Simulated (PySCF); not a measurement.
**CuOH2: structure of the doublet**

The task is one start of a wider search on CuOH2: the doublet, from a trigonal pyramidal start. It is relaxed, tested by its Hessian and followed downhill if it is a saddle.

The runs use PySCF 2.14.0; PBE0, basis Cu def2-TZVP, O def2-TZVP, H def2-TZVP, no relativity, density fitting.

### Step 1. Where the work starts

4 atoms, charge 0, spin multiplicity 2.

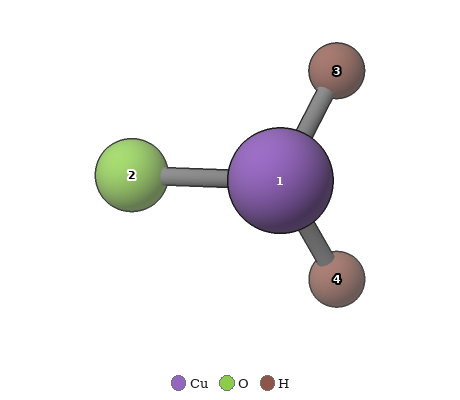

The starting geometry (copper purple, oxygen green, hydrogen brown); atoms are numbered from 1 in the order of the file.

```xyz
4
charge 0 multiplicity 2
Cu    0.0000   -0.3346    0.0000
O     0.1146    1.3816    0.0000
H    -0.9096   -0.5183   -1.1011
H    -0.9096   -0.5183    1.1011
```

### Step 2. The SCF at the typed geometry

The steps below are one call of a driver around PySCF. For each, scf.py gives the equivalent set-up of the SCF; relaxations use the driver's own optimiser. After this first run the driver tries any further starts and a stability analysis.

Input file scf.py:

```python
from pyscf import gto, scf, dft
mol = gto.M(atom='''
Cu     0.000000    -0.334560     0.000000
O      0.114630     1.381600    -0.000020
H     -0.909580    -0.518270    -1.101060
H     -0.909600    -0.518300     1.101080''',
    basis={'Cu': 'def2-TZVP', 'O': 'def2-TZVP', 'H': 'def2-TZVP'},
    charge=0, spin=1)
mf = dft.UKS(mol, xc='PBE0')
mf.grids.atom_grid = (50, 194)
aux = {'Cu': 'def2-universal-JKFIT', 'O': 'def2-universal-JKFIT', 'H': 'def2-universal-JKFIT'}
mf = mf.density_fit(auxbasis=aux)
mf.conv_tol = 1e-08
mf.diis_space = 10
mf.max_cycle = 60
mf.init_guess = 'minao'
mf.verbose = 4
mf.kernel()
```

Started as:

```sh
$ OMP_NUM_THREADS=4 python axn.py task.json out
```

Further steps of the session: Trigonal pyramidal start, doublet: relaxation; Vibrations and properties at this point.

What does the calculation give? Wanted: minimum; geometry; wavenumbers; dipole moment; highest occupied, lowest empty level; polar-tensor charge of Cu1; zero-point energy; atomisation energy; ⟨S²⟩.

As calculated:

| quantity | value |
| --- | --- |
| minimum | doublet, C2v |
| geometry | Cu–H 1.629 Å (×2), Cu–O 1.762 Å, H–H 0.808 Å; Cu–H–H 75.6° (×2), H–Cu–H 28.7°, H–Cu–O 165.6° (×2) |
| wavenumbers (cm⁻¹) | 299 (b2), 304 (b1), 625 (a1), 1005 (a1), 1492 (b2), 3504 (a1) |
| dipole moment | 5.24 D |
| highest occupied, lowest empty level (either spin) | -6.69, -2.41 eV |
| polar-tensor charge of Cu1 | +0.27 e |
| zero-point energy | 43.2 kJ/mol |
| entropy at 298.15 K | 253.5 J/(mol K) |
| atomisation energy (no zero-point energy) | 760 kJ/mol |
| ⟨S²⟩ | 0.756 |

**Reading.** The trigonal pyramidal start (Cs) ends in a minimum of C2v symmetry. In the infrared the band at 1005 cm⁻¹ (a1) leads. With 5.2 D the molecule is strongly polar. Most of the spin sits on O2 (Mulliken spin 1.00, against 1 for the whole molecule). The first SCF alone would have been 15 kJ/mol too high. Only this shape and spin were tried, so other structures or states may lie lower. One determinant may miss the lowest occupation of an open d or f shell.
